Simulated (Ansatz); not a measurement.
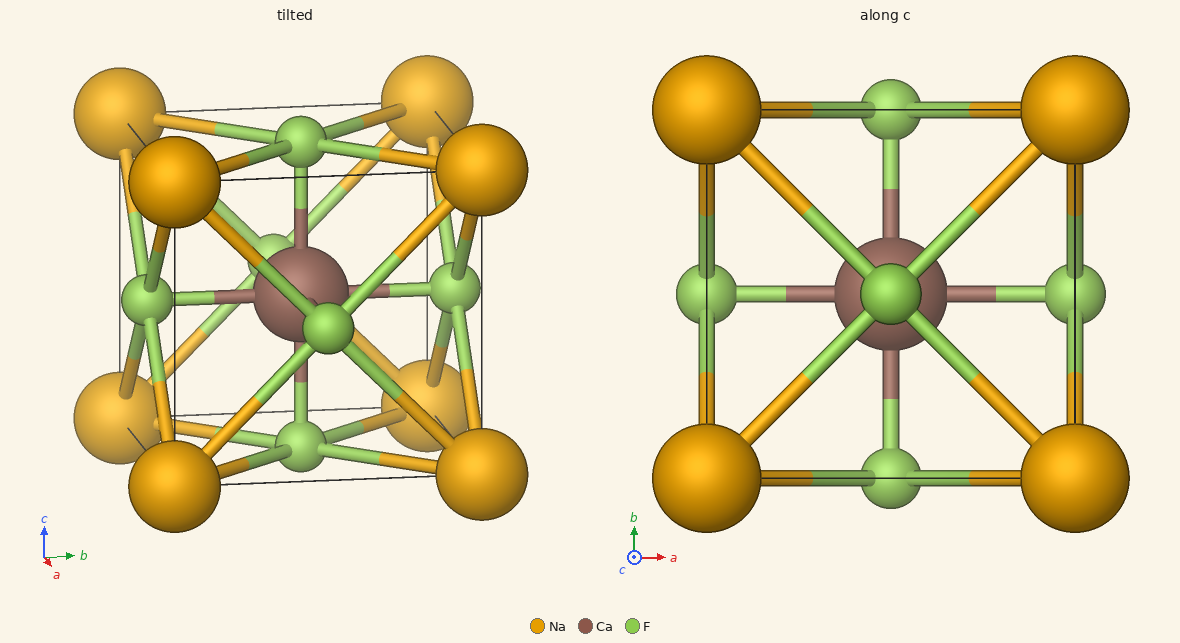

A ball-and-stick rendering, viewed slightly off an axis and along the c axis. The parallelepiped is the conventional unit cell.

NaCaF3, cubic perovskite with the larger cation on the octahedral site (an inverted filling), space group Pm-3m (No. 221), a = 4.381 Å, b = 4.381 Å, c = 4.381 Å, α = 90.00°, β = 90.00°, γ = 90.00°. The initial geometry was a structure type filled with these elements by a generator (whether the compound takes this form wasn't checked). Earlier steps of the study may have refined or changed the cell and positions. It went into a calculation with Ansatz.

This one geometry was computed with Ansatz (DFT, plane waves, PAW) at three levels of theory: PBE, HSE06 and r2SCAN. It was relaxed beforehand with r2SCAN.

Q: Which level gives the highest pressure at this volume, and what does that say about its equilibrium volume?

A: Highest: PBE (1.8 GPa), which points to the largest equilibrium volume. Lowest, with the smallest volume: r2SCAN (0.0 GPa). Levels within 0.5 GPa of each other can't be told apart.

Q: How does the band gap change with the level of theory?

A: PBE: a gap of 5.10 eV, indirect; r2SCAN: a gap of 5.93 eV, indirect; HSE06: a gap of 7.10 eV, indirect.

Q: Collect the results in a table.

A:
| level | cutoff (eV) | k-mesh of the run's cell | gap (eV) | pressure (GPa) |
| --- | --- | --- | --- | --- |
| PBE | 420 | 6×6×6 | 5.10 | 1.8 |
| HSE06 | 420 | 4×4×4 | 7.10 | 0.8 |
| r2SCAN | 500 | 6×6×6 | 5.93 | 0.0 |

Gaps are taken on the k-mesh or band path of each run.
